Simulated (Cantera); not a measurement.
Input: 1 mol Si₂Cl₆, a varied amount of H₂, held at 1452 °C and 44.3 Torr.

Method: chemical equilibrium by Gibbs-energy minimisation in Cantera with the NASA 1993 tables (ideal gas, pure condensed phases). Candidate condensed phases: Si; 19 gas species. The feed counts by its element totals alone. The tables' values for SiCl₃, SiCl are old estimates; treat these amounts as uncertain. Gases not in the tables: Si₂H₆ and higher silanes. Equilibrium is a limit: real reactors are often held back by kinetics, nucleation or transport.

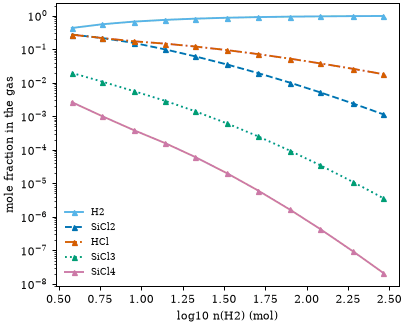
Fig. 1. Equilibrium gas composition (values under 1e-9 drawn at 1e-9)

From 3.8 mol H₂ to 5.8 mol H₂ nothing is condensed. From 9 mol H₂ to 290 mol H₂ the condensed part is Si(l). The main Si-bearing gas is SiCl₂ throughout.
